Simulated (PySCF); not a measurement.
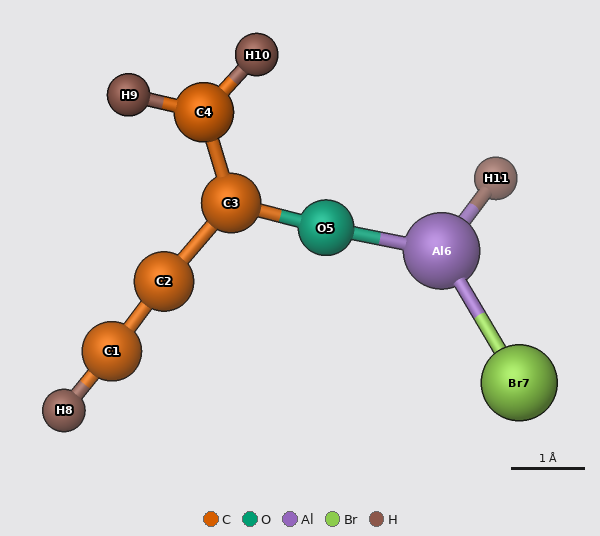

The structure as given in the input (ball-and-stick view, seen on its broad side; atoms are numbered from 1 in the order of the input). Sticks mark near contacts. Bond lengths as drawn: Al–Br 2.25 Å, Al–H 1.51 Å, Al–O 1.64 Å, C–C 1.20 to 1.42 Å, C–H 1.05 to 1.08 Å and C–O 1.36 Å.

Excited-state calculation of C4H4AlBrO

- system: C4H4AlBrO
- method: TDDFT CAM-B3LYP/def2-SVPD, vertical, gas phase, core orbitals frozen in the response (PySCF 2.14.0)

The geometry comes from this level: GFN2-xTB. It belongs to a series of runs on one base structure; here: H on C replaced by ethynyl.

Input file:
```
{"job": {"kind": "uv", "xc": "CAM-B3LYP", "basis": "def2-SVPD", "nstates": 8, "ntriplets": 3}, "charge": 0, "multiplicity": 1}
C     -1.661883    -0.418832     2.095633
C     -1.209280    -0.275901     0.993048
C     -0.585739    -0.105932    -0.272318
C     -1.271972    -0.030963    -1.408953
O      0.773464    -0.022485    -0.237562
Al     2.416860     0.023414    -0.283953
Br     3.663470     1.173591     1.187977
H     -2.096295    -0.542230     3.042878
H     -2.343825    -0.096139    -1.408081
H     -0.767751     0.096380    -2.351021
H      3.088376    -0.758309    -1.383612
```

The first line tells a small driver script what to run in PySCF; the rest is the geometry in Å.

Launch command:
```bash
OMP_NUM_THREADS=1 python <driver script> task.json out
```

Log:
```
coarse grid: 49472 points
cycle   1  E = -3046.0164321134  dE = -4.841e-02  |g| = 7.263e-01  |ddm| = 1.210e+01
cycle   2  E = -3045.9717281426  dE =  4.470e-02  |g| = 9.203e-01  |ddm| = 3.324e+00
cycle   3  E = -3046.1239488383  dE = -1.522e-01  |g| = 1.115e-01  |ddm| = 1.122e+00
cycle   4  E = -3046.1262899440  dE = -2.341e-03  |g| = 4.412e-02  |ddm| = 3.082e-01
cycle   5  E = -3046.1267441627  dE = -4.542e-04  |g| = 1.446e-02  |ddm| = 1.352e-01
cycle   6  E = -3046.1267897052  dE = -4.554e-05  |g| = 4.810e-03  |ddm| = 4.639e-02
cycle   7  E = -3046.1267947291  dE = -5.024e-06  |g| = 1.668e-03  |ddm| = 9.144e-03
final grid: 102496 points
cycle   8  E = -3046.1268062770  dE =  9.476e-07  |g| = 2.677e-03  |ddm| = 9.037e-03
cycle   9  E = -3046.1268031390  dE =  3.138e-06  |g| = 4.472e-03  |ddm| = 1.108e-02
cycle  10  E = -3046.1268080456  dE = -4.907e-06  |g| = 1.519e-04  |ddm| = 7.009e-03
cycle  11  E = -3046.1268080519  dE = -6.275e-09  |g| = 4.515e-05  |ddm| = 3.452e-04
cycle  12  E = -3046.1268080525  dE = -6.121e-10  |g| = 1.636e-05  |ddm| = 1.178e-04
```

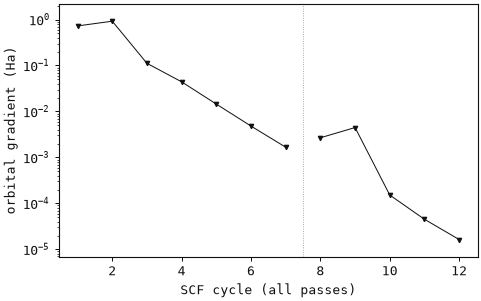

Convergence of the self-consistent field: orbital gradient against the SCF cycle. The dotted line marks the change from a coarse to the final integration grid. The first 7 cycles use a coarse grid, the final grid takes over at cycle 8, and the field converges after 12 cycles in all.

```
converged SCF energy = -3046.1268080525

Static polarisability (au): isotropic 96.418, principal 69.974 104.376 114.904

Singlet excitations
state   eV       nm        f      main configurations
  1   5.4919    225.8   0.18711   H->L 0.88
  2   5.8144    213.2   0.00056   H-1->L+2 0.28, H-1->L 0.24, H->L+1 0.09
  3   5.9140    209.6   0.07819   H->L+1 0.48, H->L+2 0.23
  4   5.9473    208.5   0.03658   H->L+2 0.38, H-1->L 0.08
  5   6.2221    199.3   0.00395   H->L+1 0.22, H->L+2 0.16, H->L+3 0.15
  6   6.4216    193.1   0.00263   H-2->L 0.68, H-1->L 0.11
  7   6.7892    182.6   0.00127   H-4->L 0.40, H-5->L 0.12
  8   6.8833    180.1   0.14815   H-3->L 0.29, H-4->L+2 0.14, H->L+3 0.09

Triplet excitations (Tamm-Dancoff, eV): 3.4357 5.3593 5.3918
```

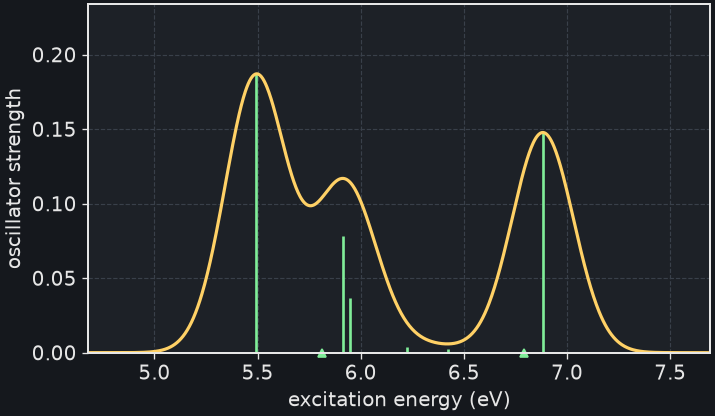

Computed excitations as sticks (degenerate states added up, dark ones marked on the axis), with a Gaussian envelope of 0.35 eV full width at half maximum, scaled to the tallest. Of the 8 states the lowest lies at 5.49 eV (f = 0.187); the strongest line is at 5.49 eV, or 226 nm (f = 0.187).

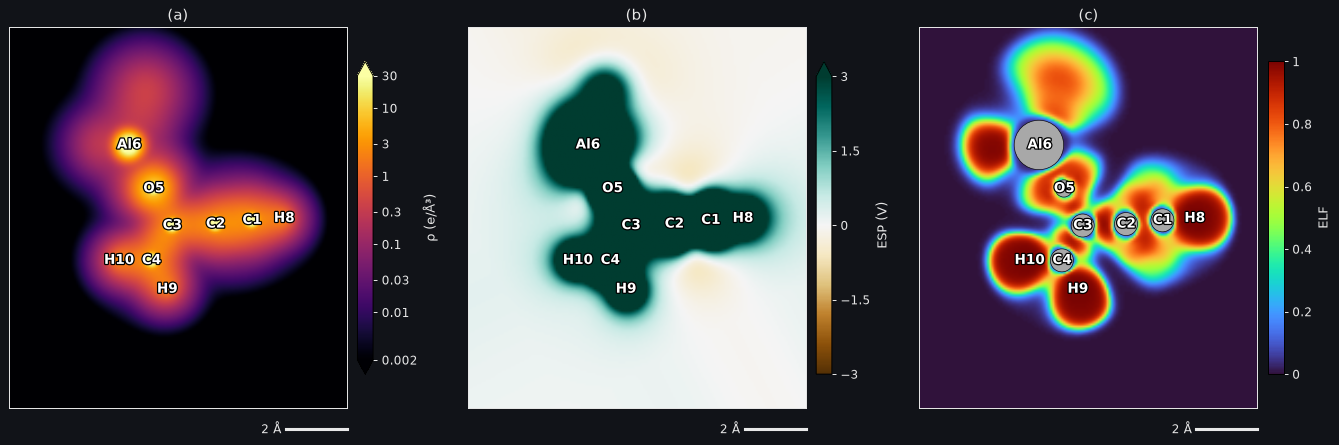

(a) total electron density; (b) molecular electrostatic potential; (c) electron localisation function on the plane of atoms C3, C4 and H10. Grey discs, where drawn, cover atomic cores. C–C (1.20 Å): ρ is about 2.7 e/Å³ halfway; the ELF peaks at about 0.85 between the atoms; a double or triple bond. C–O (1.36 Å): ρ at the midpoint is about 2.3 e/Å³, with its minimum of 1.8 e/Å³ about 0.5 Å from C; the ELF peaks at about 0.90 between the atoms, which marks a shared but strongly polarised pair. Al–O (1.64 Å): ρ at the midpoint is about 0.85 e/Å³; the ELF peaks at about 0.85 in the valence shell of O, 0.6 Å from its nucleus, and is about 0.25 at the midpoint. C–H (1.05 Å): ρ at the midpoint is about 2.1 e/Å³; the ELF climbs to about 1 towards the hydrogen, as it does in any bond to H; a covalent bond by its length. C–C (1.33 Å): ρ is about 2.3 e/Å³ halfway; the ELF peaks at about 0.95 between the atoms; a double or triple bond.

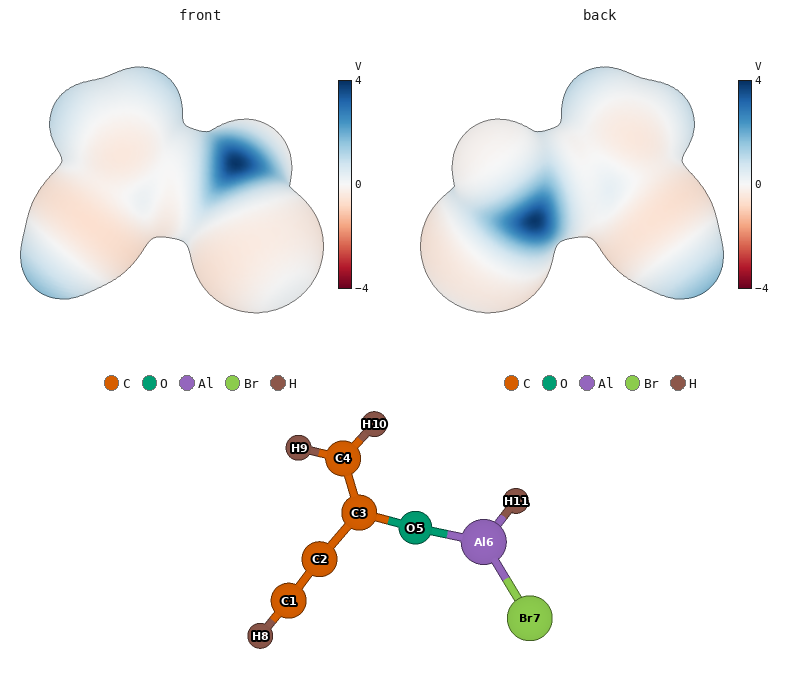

The molecular electrostatic potential painted on the density surface at 0.002 e/bohr³, seen face on and from behind; red is negative and blue positive. The bare structure is drawn below in the same view. Its dipole moment is 1.24 D.

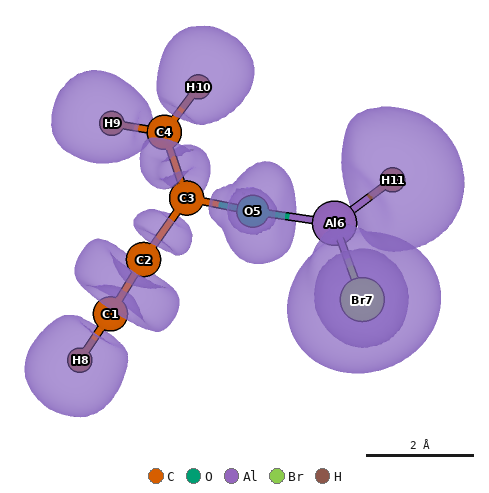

Isosurface of the ELF at 0.75 (purple), seen at a tilt. Only the valence region is drawn (cores and ρ < 0.01 e/Å³ removed). Values along the shortest contacts: C–C (1.20 Å): the ELF peaks at about 0.85 between the atoms (a multiple bond by its length, whose ELF region spreads away from the axis). C–O (1.36 Å): the ELF peaks at about 0.90 between the atoms (a polar covalent bond).

Summary:

```csv
quantity,value
outcome,converged
total energy,−3046.126808 hartree
HOMO,−8.29 eV
LUMO,−0.25 eV
dipole moment,1.24 D
mean polarisability,96.42 a.u.
lowest singlet excitation,5.49 eV
hardware,"1 CPU thread, shared host"
wall time,90 s
peak memory,0.92 GiB
```

Notes:

Spin–orbit coupling is left out, which matters for the heavy atoms.
